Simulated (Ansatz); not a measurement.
**HBS (hydrogen boron sulfide): B3LYP/6-31G(d) (spherical functions)**

Aim: the vertical singlet–triplet gap of HBS (hydrogen boron sulfide) at B3LYP/6-31G* (spherical functions), from 2 runs. 

The results are computed with Ansatz 0.2.0.

56 further runs of the same task are left out: 3 that didn't finish, 53 set aside as unsound or not needed.

## Step 1: The molecule

HBS: 3 atoms, total charge 0, spin state singlet. As SMILES, `B=S`. The coordinates come from a PBE0-D4/def2-TZVP relaxation.

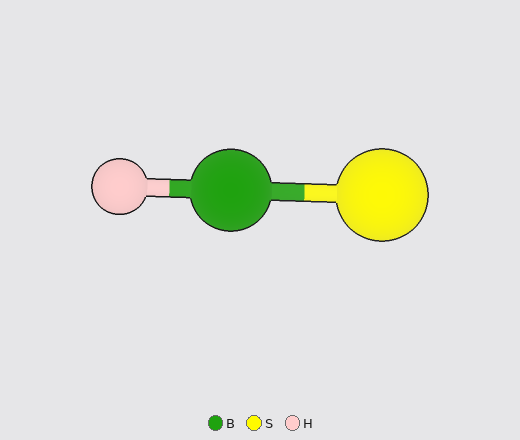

Viewed from a chosen angle; boron green, sulfur yellow, hydrogen pink.

## Step 2: The energy at B3LYP/6-31G(d) (spherical functions)

The input, job.yaml:

```yaml
crystal:
  periodic: [false, false, false]
  atoms:
    - {symbol: B, position_ang: [-0.038660, -0.014560, 0.134750]}
    - {symbol: S, position_ang: [0.399170, 0.147640, -1.393290]}
    - {symbol: H, position_ang: [-0.360510, -0.133080, 1.258530]}
basis:
  gaussian: {orbitals: 6-31G_st_-spherical.json}
hamiltonian: {xc: {name: B3LYP}}
accuracy: high
output: {orbitals: {seedname: orbitals}}
```

The basis set 6-31G* is read from a file made from the Basis Set Exchange's data (not shown).

Run with:

```sh
$ ansatz run job.yaml --threads 1 --pin off --max-ram 3480MiB --events-out events.jsonl --progress --plain --runs-dir runs
```

The log of the run:

```text
Warning: RAYON_NUM_THREADS=1 ignored (pool sized by the plan → 1); use --threads N
Functional definition: B3LYP
  name "B3LYP"
  parameter a0 = 0.2
  parameter ax = 0.72
  parameter ac = 0.81
  exchange = (1 - a0 - ax)*slater_x + ax*b88_x + a0*exact_x
  correlation = (1 - ac)*vwn_rpa_c + ac*lyp_c
632 factors; integrals over basis functions are off by at most 3.0e-9 eV
mean field evaluation 1: about -11527.5041 eV, gradient 1.3e1 eV
mean field evaluation 2: about -11527.6907 eV, gradient 1.2e1 eV
mean field evaluation 4: about -11528.1153 eV, gradient 9.1e-1 eV
mean field evaluation 8: about -11528.1167 eV, gradient 1.1e-3 eV
mean field evaluation 16: about -11528.1167 eV, gradient 3.1e-8 eV
mean field -11528.11670369 eV, -423.6504748226 hartree, gradient 3.1e-8 eV, S^2 0.000000; 0 other end points of the search recorded, 0 dependent functions left out
reference -11528.11673119 eV, -423.6504758330 hartree; 11, 11 occupied and 23, 23 virtual orbitals, 632 factors
Total energy: -11528.11673119 eV, -423.6504758330 hartree
```

Run time: 1.1 s. Hardware: 1 thread of Arm Neoverse V1, shared host.

## Step 3: The triplet, same level

The input, input.yaml:

```yaml
crystal:
  periodic: [false, false, false]
  atoms:
    - {symbol: B, position_ang: [-0.038660, -0.014560, 0.134750]}
    - {symbol: S, position_ang: [0.399170, 0.147640, -1.393290]}
    - {symbol: H, position_ang: [-0.360510, -0.133080, 1.258530]}
basis:
  gaussian:
    orbitals: 6-31G_st_-spherical.json
hamiltonian:
  xc: {name: B3LYP}
output: {orbitals: {seedname: orbitals}}
accuracy: high
magnetization:
  spin_polarized: true
  initial_magnetization: 2
```

The basis set 6-31G* is read from a file made from the Basis Set Exchange's data (not shown).

Run with:

```sh
$ ansatz run input.yaml --threads 1 --pin off --max-ram 3480MiB --events-out events.jsonl --progress --plain --runs-dir runs
```

The log of the run, cut to the lines that bear on the results:

```text
Warning: RAYON_NUM_THREADS=1 ignored (pool sized by the plan → 1); use --threads N
[... 2 set-up lines as earlier in the session ...]
[...]
632 factors; integrals over basis functions are off by at most 3.0e-9 eV
[...]
mean field -11523.39886362 eV, -423.4770973976 hartree, gradient 1.2e-8 eV, S^2 2.006241; 8 other end points of the search recorded, 0 dependent functions left out
reference -11523.39889162 eV, -423.4770984267 hartree; 12, 10 occupied and 22, 24 virtual orbitals, 632 factors
Total energy: -11523.39889162 eV, -423.4770984267 hartree
```

Wall time 49 s (1 thread of Arm Neoverse V1, shared host); peak memory 0.13 GiB.

## Step 4: Outcome

Level: B3LYP/6-31G* (spherical functions).

| quantity | value |
| --- | --- |
| singlet: total energy | -423.65048 Eh |
| singlet: HOMO energy | -8.16 eV |
| singlet: LUMO energy | -1.09 eV |
| singlet: HOMO–LUMO gap | 7.07 eV |
| triplet: total energy | -423.47710 Eh |
| triplet: HOMO energy (highest over α and β) | -3.58 eV |
| triplet: ⟨S²⟩ | 2.006 |
| vertical energy of the triplet above the singlet | 4.718 eV |

What this shows: At this shape the triplet lies 4.72 eV (455 kJ/mol) above the singlet.
